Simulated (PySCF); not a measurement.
# C7H11N3 (SMILES C=Cn1nnc(C)c1CC): what the fields show

Input file:

```
{"job": {"kind": "nmr", "xc": "PBE0", "basis": "pcSseg-1"}, "charge": 0, "multiplicity": 1}
C      3.162431    -1.245640    -0.372811
C      1.844503    -1.143541    -0.437246
N      1.176602     0.056044    -0.227619
N      1.834884     1.196944     0.012327
N      0.990324     2.138617     0.157313
C     -0.265159     1.653323     0.019320
C     -1.465296     2.518763     0.140823
C     -0.169274     0.297734    -0.235354
C     -1.217963    -0.733018    -0.450618
C     -1.490599    -1.539765     0.821937
H      3.765562    -0.384605    -0.146826
H      3.657577    -2.183097    -0.543624
H      1.199172    -1.981003    -0.659141
H     -1.148836     3.557509     0.160865
H     -2.004948     2.298334     1.061489
H     -2.141085     2.361692    -0.698733
H     -0.919773    -1.407496    -1.258056
H     -2.134791    -0.227112    -0.759593
H     -0.592579    -2.055341     1.156900
H     -2.265789    -2.279768     0.637003
H     -1.823883    -0.881630     1.621171
```

Run with:

```sh
OMP_NUM_THREADS=1 python probes_run.py task.json out
```

Geometry: GFN2-xTB.

Method: PBE0/pcSseg-1, SCF density, gas phase, non-relativistic (PySCF).

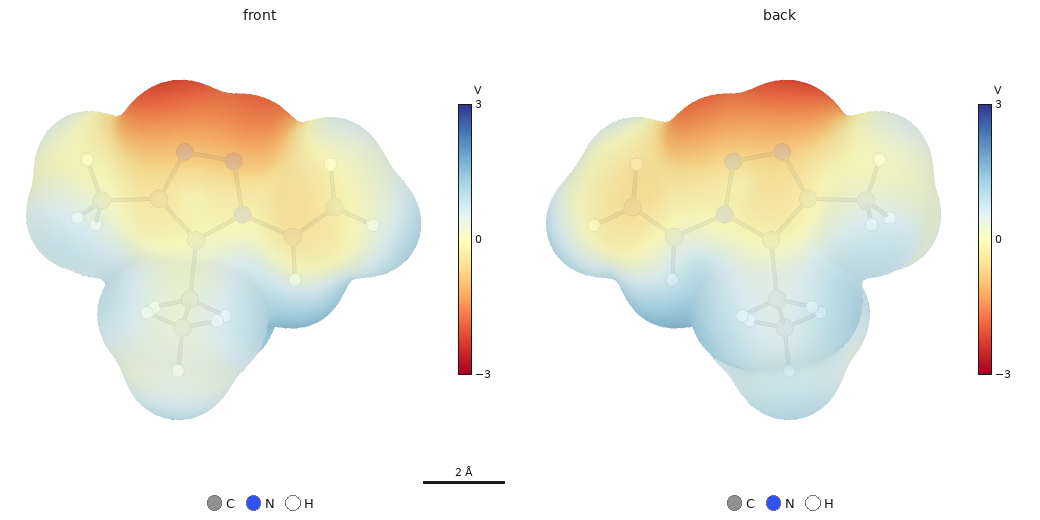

Figure 1. The molecular electrostatic potential painted on the density surface at 0.002 e/bohr³, seen from the front and from behind; the colour scale runs from red (negative) to blue (positive).

Question: Describe the electrostatic potential map.

Answer: The most negative region (about −2.1 V) lies over N5, the most positive (about +1.5 V) over H13. N5 is the likeliest acceptor of a hydrogen bond.

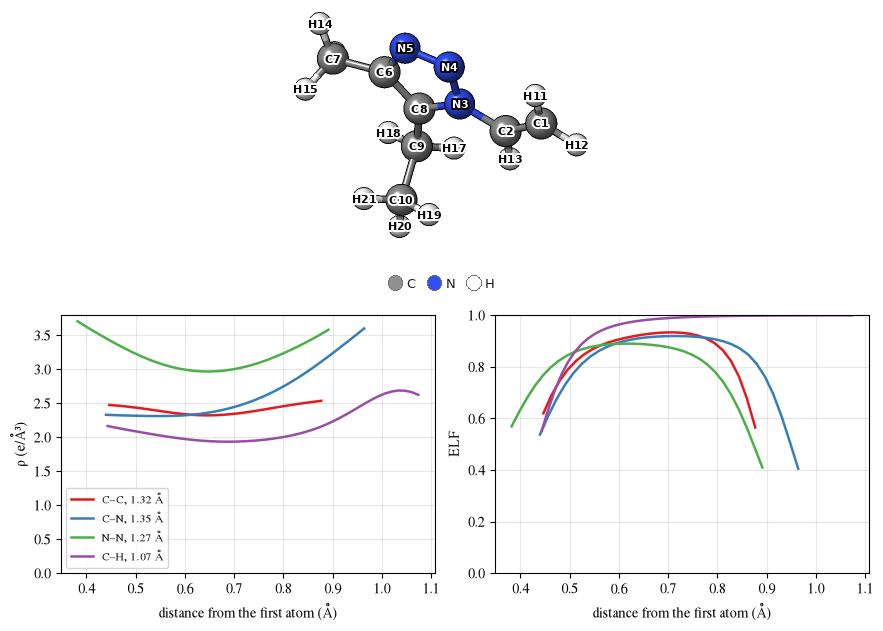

Figure 2. Electron density and electron localisation function along straight lines between neighbouring atoms. The curves leave out the atomic cores. The structure is drawn too.

Question: What can be read from the curves?

Answer: C–C (1.32 Å): the density is about 2.3 e/Å³ at the midpoint; the ELF peaks at about 0.95 between the atoms (a short, multiple covalent bond).
C–N (1.35 Å): ρ is about 2.4 e/Å³ halfway; the ELF peaks at about 0.90 between the atoms (localised, covalent bonding).
N–N (1.27 Å): the density is about 3 e/Å³ at the midpoint; the ELF peaks at about 0.90 between the atoms: a covalent bond.
C–H (1.07 Å): ρ is about 2 e/Å³ halfway; the ELF climbs to about 1 towards the hydrogen, as it does in any bond to H: a covalent bond by its length.
